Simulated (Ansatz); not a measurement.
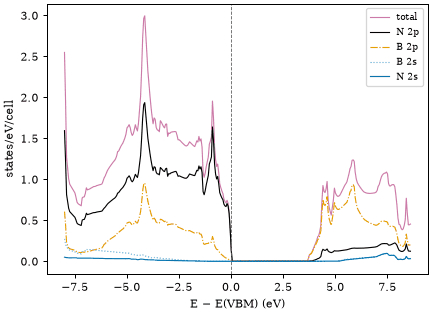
Figure. Total and projected density of states of BN in space group P6_3/mmc (No. 194; B on 2b, N on 2d), DFT-PBE+D3(BJ) in the program Ansatz with PAW potentials

**Question.** Which orbitals carry the states next to the gap?

**Answer.** Top 1 eV of the valence band: N 2p 88 %, B 2p 11 %. Bottom 1 eV of the conduction band: B 2p 84 %, N 2p 14 %. Projections are on Löwdin-orthogonalised atomic valence shells; empty p or d shells of many metals are not among them.

**Question.** Where is the tallest occupied peak in this window, and what makes it?

**Answer.** Near -4.1 eV, about 3.0 states/eV per cell; the largest projected share is N 2p.

The start of the workflow was typed in or built on a structure type. Its sites differ from those of the usual phase in this space group: another stacking or structure type. Symmetry was held in the PBE+D3(BJ) relaxation; whether a distortion lowers the energy is not shown. The volume moved by 54 % from the start of the relaxation.

Potentials: the later of the program's two PAW sets.
